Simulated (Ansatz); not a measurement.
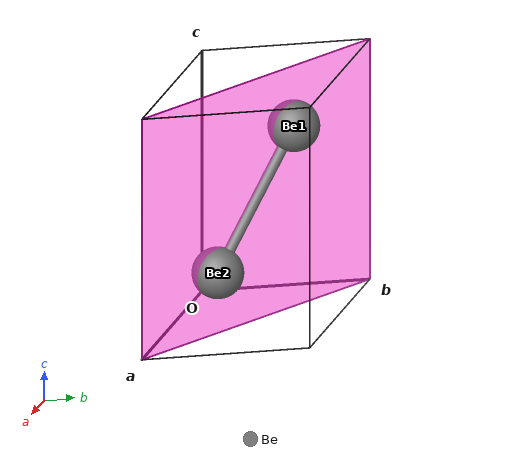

For Be, coordinates from a relaxation at fixed volume with DFT r2SCAN, scalar-relativistic, plane waves, PAW (Ansatz 0.2.0): the shaded plane is a symmetry element of the crystal. Symmetry computed with spglib at a tolerance of 0.002 Å; standard conventional cell.

a = 2.266 Å, b = 2.266 Å, c = 3.556 Å, α = 90.00°, β = 90.00°, γ = 120.00°.

| atom | x | y | z |
| --- | --- | --- | --- |
| Be1 | 0.3333 | 0.6667 | 0.7500 |
| Be2 | 0.6667 | 0.3333 | 0.2500 |

Is it a mirror or a glide plane, and what is the operation?

It is a mirror plane, parallel to (1 1 0), through (1/2, 1/2, 1/2): x, y, z → −y+1, −x+1, z.

Onto which atom does it carry each atom (up to whole multiples of a, b and c)?

Be1 → Be1, Be2 → Be2.
